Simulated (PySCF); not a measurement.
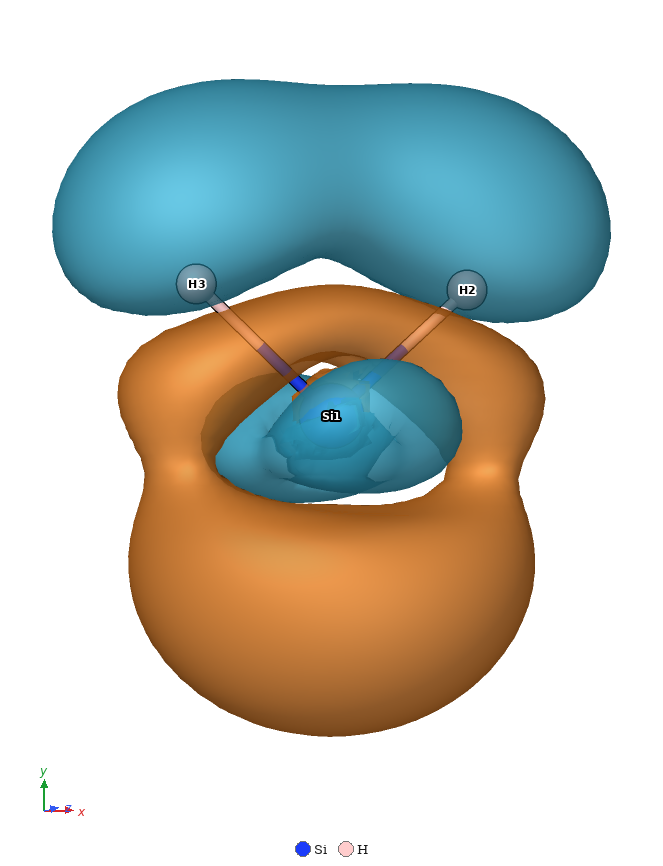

*H2Si, SMILES `[SiH2]`. Change of the electron density in a uniform field of 0.41 V/Å, surfaces at ±0.0015 e/Å³ (light blue: gain, orange: loss).*

Computed with PySCF, PBE/def2-SVPD, geometry: GFN2-xTB. No frequency check shows the geometry to be a minimum.

> Along which Cartesian direction does the field point?

Along −y: electrons gather on the +y side, against the field.

> What dipole is induced, and what polarisability does it imply?

The induced dipole is 0.76 D (along the field); α along this axis, from the fields in both directions, is 37 bohr³ (5.6 Å³).

> Which atoms gain and lose the most charge?

Electrons gather most on H2 and H3 alike (Hirshfeld charge changes by −0.018 e) and leave Si1 most (+0.035 e); 0.064 electrons are displaced in all.
